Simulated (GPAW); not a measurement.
# Surface energy and work function of Rh(111) from slabs of 3 to 12 layers (LDA)

How do energy and work function of Rh(111) films settle with thickness, and what surface energy follows?

How it was computed: GPAW 26.7.0, plane waves at 450 eV with PAW setups; symmetric 1×1 slabs cut at the tabulated lattice constant (two decimals; low-temperature values for the alkali metals), atoms at bulk places, 7.5 Å of vacuum on each side, one in-plane mesh for all thicknesses, Fermi-Dirac smearing of 0.1 eV. Energies are extrapolated to zero smearing and count from the program's reference atoms. Functional LDA. The cell's area is 6.253 Å².

Results, with one row withheld:

```
layers  energy (eV)  work function (eV)
     3     −24.1641                5.46
     4     −32.9057                5.55
     5     −41.6590                5.54
     6     −50.3995                5.52
     7     −59.1356                5.53
     8     −67.8797                5.53
     9     −76.6198                5.53
    10     −85.3665                5.53
    11     −94.1080                5.53
    12            ?                   ?
```

Q: What surface energy do these runs give, and what energy and work function should the 12-layer slab have?

A: A slab of n layers has E(n) = nε + 2Aγ once its middle is bulk-like. A line through n = 6 to 11 has the slope ε = −8.7422 eV a layer and the intercept 2Aγ = 2.0568 eV (r.m.s. residual 2.3 meV). So γ = 2.0568 / (2 × 6.253 Å²) = 0.1645 eV/Å² = 2.64 J/m², with a standard error of under 0.01 J/m² from the scatter about the line. For 12 layers: 2.0568 + 12 × (−8.7422) = −102.849 eV; the run gives −102.850 eV, 1.5 meV under the line. The work function has no such law: from 6 to 11 layers it moves between 5.52 and 5.53 eV (mean 5.53), and the 12-layer slab gives 5.53 eV. The thinnest slab, 3 layers, lies −0.07 eV from that mean. The measured value for this face is 5.46 eV (“Anisotropic work function of elemental crystals” (2019, arxiv:1902.07811)); the unrelaxed 12-layer slab lies 0.07 eV over it.

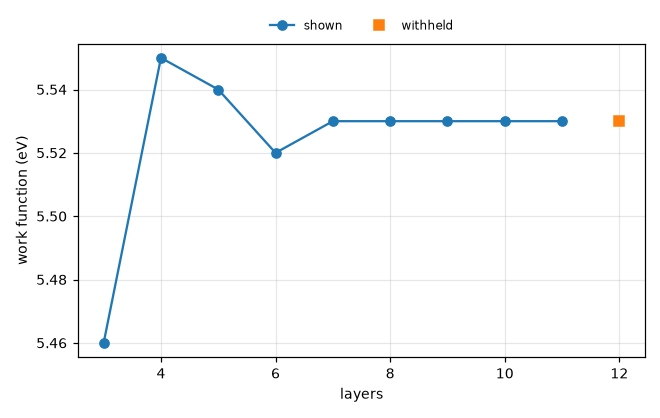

Work function against thickness.

Caveats: The surfaces are unrelaxed, so γ is an upper bound for this functional and lattice constant. The tabulated lattice constant isn't the functional's own, which strains the slab a little. The runs had no spin polarisation.

[Logs are printed without paths, hosts, clocks, repeated set-up lines and the standing remarks that a program may print on its own settings, such as how far it seeks lower states.]
